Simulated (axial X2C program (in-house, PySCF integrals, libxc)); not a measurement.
**Run report: WCl⁺, relativistic diatomic calculation**

WCl⁺, single determinant with Ω = 1. The distance is the PBE0 minimum at charge 1. Computed at this level: expectation values, HF and Kohn-Sham, two-component X2C with atomic mean-field Coulomb and Gaunt terms, W dyall-cv3z, Cl dyall-av3z (cores contracted) (axial X2C program (in-house, PySCF integrals, libxc)).

### The program's output
```
two-component X2C + atomic mean field  PBE0
basis functions 247  fitting functions 1200  grid points 5079
iter        total energy     max residual
   1     -16603.443841844     6.81e-06
   2     -16603.443841852     9.39e-06
   3     -16603.443841855     2.37e-06
   4     -16603.443841857     2.01e-06
converged
one-electron -23364.53470424  Coulomb 6822.37215878  exact exchange -87.71189003  xc functional -268.82924631  nuclear repulsion 309.34244021  atomic mean-field constant -14.08260026
```

### Expectation values by level of theory

| quantity | PBE0 | HF | B3LYP | BHandHLYP | r2SCAN |
| --- | --- | --- | --- | --- | --- |
| effective field for an electron dipole moment (GV/cm) | −4.29 | 4.38 | −7.47 | −2.48 | −9.03 |
| field gradient at the first nucleus (a.u.) | 1.00 | −0.918 | 1.21 | 0.336 | 1.19 |
| field gradient at the second nucleus (a.u.) | 0.992 | 0.937 | 0.981 | 0.988 | 0.904 |
| A∥/gI, first nucleus (MHz) | 4470 | 3340 | 4620 | 4130 | 5120 |
| A∥/gI, second nucleus (MHz) | −158 | −143 | −147 | −132 | −163 |

Each column comes from one determinant with 2 or more unpaired spinors, which can mix states, in a basis with contracted cores. The levels disagree widely: the effective field runs from −9.03 to 4.38 GV/cm and the field gradient at the first nucleus runs from −0.918 to 1.21 a.u. They may not all have settled in the same state, and these values aren't reliable properties of the molecule.

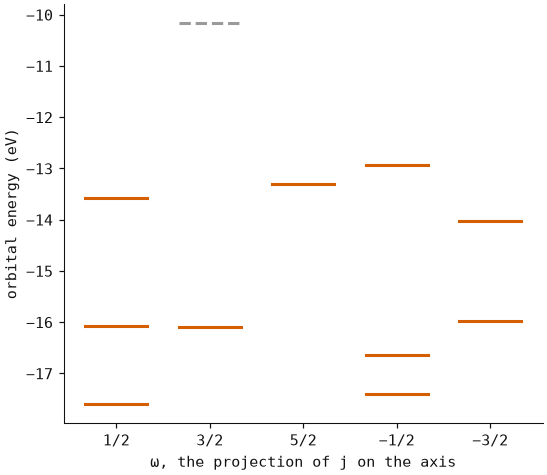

Figure 1. Orbital energies (PBE0) near the frontier at 2.15 Å, filled (solid) and empty (dashed). The highest filled spinor (−1/2; 64 % W d, 23 % Cl p) lies at −12.93 eV, the lowest empty one (3/2; 71 % W d, 16 % Cl p) at −10.17 eV.

### Input file
```
{"zs": [74, 17], "q": 1, "bas": ["dyall-cv3z", "dyall-av3z"], "r0": 2.36, "levels": ["PBE0", "HF", "B3LYP", "BHandHLYP", "r2SCAN"], "nst": 3}
```

The line is the task of a batch: nuclear charges, charge, bases, the levels to run, a first guess of the distance and further settings. This report covers the levels named above. The log is that of the reference distance, started from orbitals converged before.

Launched within a batch (the task file carries these settings):
```bash
python <driver script> task.json out
```

### Summary

- outcome: converged; the levels of theory disagree widely
- hardware: 1 thread of Arm Neoverse N1, 54 GiB of memory available, shared host
- wall time: 13 s
- peak memory: 0.48 GiB
